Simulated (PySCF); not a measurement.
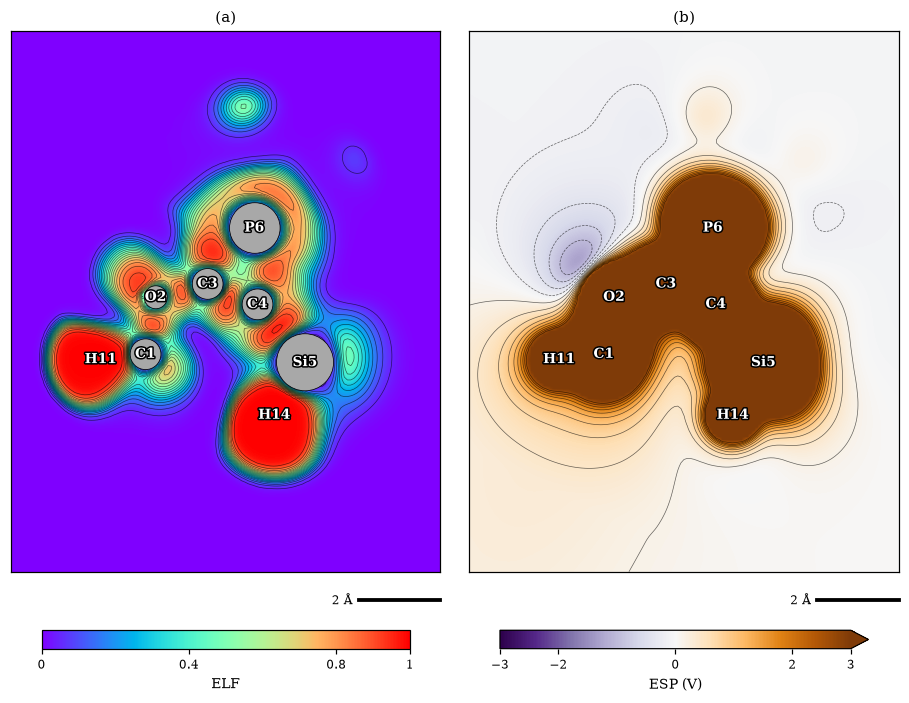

C7H15OPSi (SMILES COC1=C([SiH3])P1C(C)(C)C). (a) ELF; (b) molecular electrostatic potential on the plane of atoms O2, C1 and H11. Grey discs cover the atomic cores in the ELF map.

Geometry: PBE0-D3(BJ)/def2-SVP.

The calculation used PySCF, PBE0/pcSseg-1, SCF density, gas phase, non-relativistic.

```yaml
atoms:
  - { symbol: C, position_ang: [3.2619, -1.2009, 0.2768] }
  - { symbol: O, position_ang: [2.0140, -1.3934, 0.9233] }
  - { symbol: C, position_ang: [1.2244, -0.3443, 0.9116] }
  - { symbol: C, position_ang: [1.1348, 0.9098, 0.5049] }
  - { symbol: Si, position_ang: [1.8370, 2.3983, -0.3105] }
  - { symbol: P, position_ang: [-0.3538, 0.3024, 1.4669] }
  - { symbol: C, position_ang: [-1.6056, -0.2795, 0.1541] }
  - { symbol: C, position_ang: [-2.4260, -1.3828, 0.8226] }
  - { symbol: C, position_ang: [-0.9519, -0.7900, -1.1201] }
  - { symbol: C, position_ang: [-2.4906, 0.9317, -0.1436] }
  - { symbol: H, position_ang: [3.8075, -2.1492, 0.3468] }
  - { symbol: H, position_ang: [3.1123, -0.9311, -0.7812] }
  - { symbol: H, position_ang: [3.8354, -0.4013, 0.7729] }
  - { symbol: H, position_ang: [3.2327, 2.1362, -0.7841] }
  - { symbol: H, position_ang: [1.0000, 2.7823, -1.4893] }
  - { symbol: H, position_ang: [1.8551, 3.5515, 0.6398] }
  - { symbol: H, position_ang: [-1.8082, -2.2685, 1.0410] }
  - { symbol: H, position_ang: [-2.8694, -1.0405, 1.7721] }
  - { symbol: H, position_ang: [-3.2525, -1.7021, 0.1648] }
  - { symbol: H, position_ang: [-0.3014, -1.6568, -0.9227] }
  - { symbol: H, position_ang: [-0.3376, -0.0124, -1.5996] }
  - { symbol: H, position_ang: [-1.7223, -1.1051, -1.8448] }
  - { symbol: H, position_ang: [-2.9388, 1.3439, 0.7754] }
  - { symbol: H, position_ang: [-3.3167, 0.6518, -0.8197] }
  - { symbol: H, position_ang: [-1.9173, 1.7378, -0.6293] }
```

> What does the map show?

Atoms in the plane: C, O, Si, P and H.
C–O (1.31 Å): the ELF peaks at about 0.90 between the atoms; a polar covalent bond.
C–C (1.32 Å): the ELF peaks at about 0.90 between the atoms (a multiple bond).
C–P (1.79 Å): the ELF peaks at about 0.80 between the atoms, as expected for a covalent bond.
C–Si (1.84 Å): the ELF peaks at about 0.95 between the atoms; a covalent bond.
C–H (1.10 Å): the ELF climbs to about 1 towards the hydrogen, as it does in any bond to H: an ordinary covalent bond to hydrogen.
The ELF also peaks beside O2 and P6, away from the bonds: lone-pair regions.
Outside the dense part of the molecule the potential is most negative (−1.3 V) near O2.
